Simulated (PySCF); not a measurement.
## Electronic structure of FH3Si3 in real space

```xyz
7

F    -3.0136   -3.3573   -3.7655
Si   -1.9254   -2.7122   -2.7312
Si    0.2103   -3.4794   -2.6014
Si   -0.1107   -1.5529   -3.4593
H    -2.7671   -2.3297   -1.5615
H     1.1702   -4.5706   -2.2504
H     0.4686   -0.3540   -4.1393
```

Geometry: PBE0-D3(BJ)/def2-SVP.

Method: Gaussian-basis quantum chemistry of an isolated molecule with PySCF, energy and nuclear gradient, functional PBE0 in PySCF.

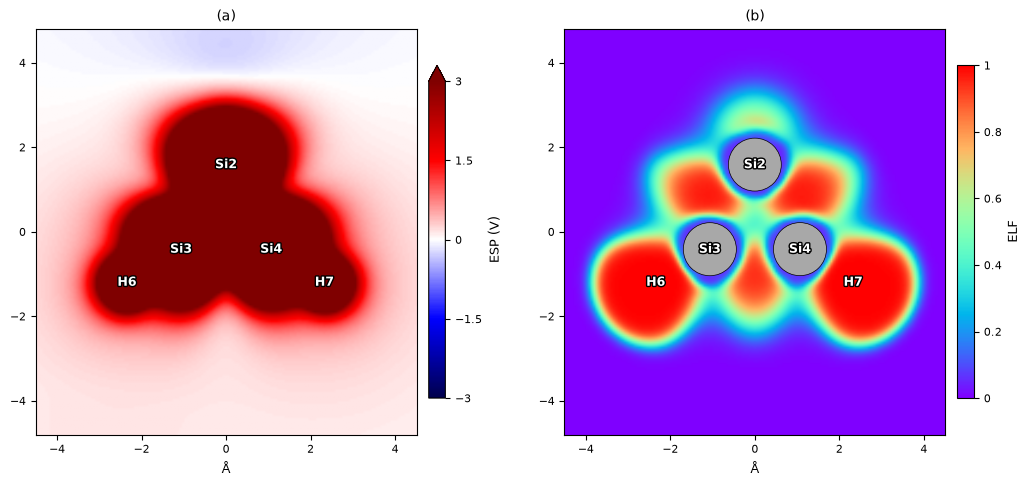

Figure 1. (a) electrostatic potential; (b) ELF on the plane of atoms Si3, Si4 and H7. Grey discs cover the atomic cores in the ELF map.

### What do the fields say about this system?

The section cuts through Si and H sites. Si–Si (2.13 Å): the ELF peaks at about 0.80 between the atoms, as expected for localised, covalent bonding. Si–H (1.50 Å): the ELF climbs to about 1 towards the hydrogen, as it does in any bond to H. Si–Si (2.27 Å): the ELF peaks at about 0.85 between the atoms; localised, covalent bonding. The potential has no marked negative region in this plane.

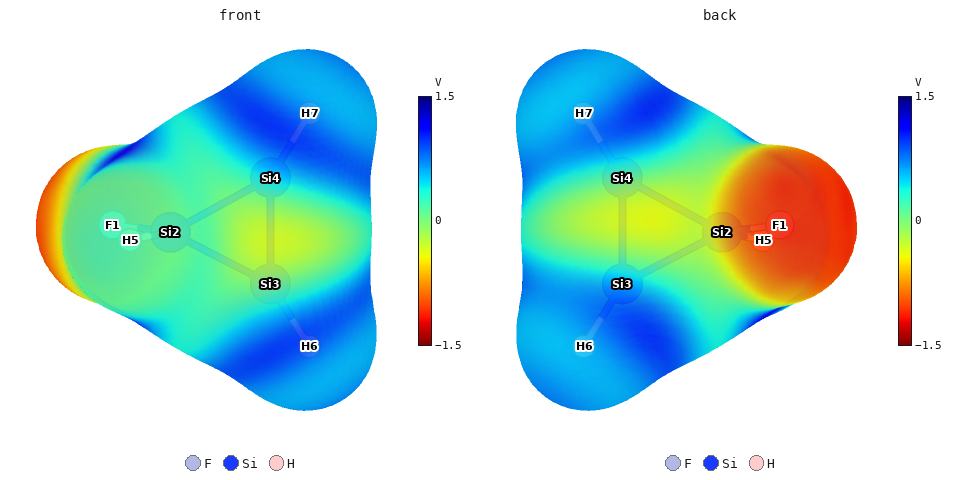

Figure 2. The electrostatic potential painted on the density surface at 0.002 e/bohr³, seen from the front and from behind; red is negative and blue positive.

### Where is the surface potential most negative and most positive?

The most negative region (about −1.1 V) lies over F1, the most positive (about +1.1 V) over Si2.

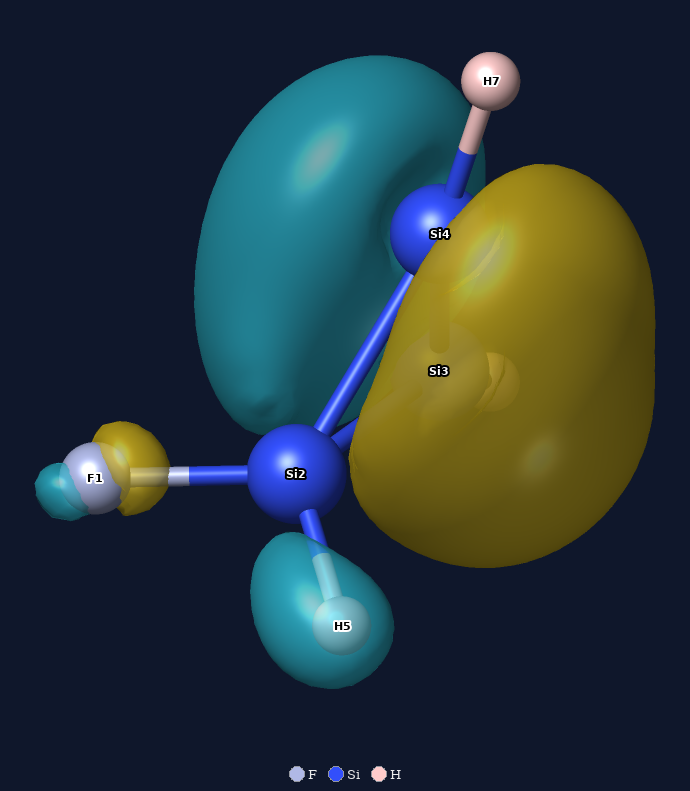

Figure 3. The HOMO at ±0.1 Å⁻³ᐟ² (yellow and cyan are the two phases), seen at an oblique angle.

### What is the character of this orbital?

Its weight (Hirshfeld) is mainly on Si3 (about 40 %), Si4 (about 40 %) and Si2 (about 15 %); π-bonding across Si3–Si4. Its energy is −6.59 eV.
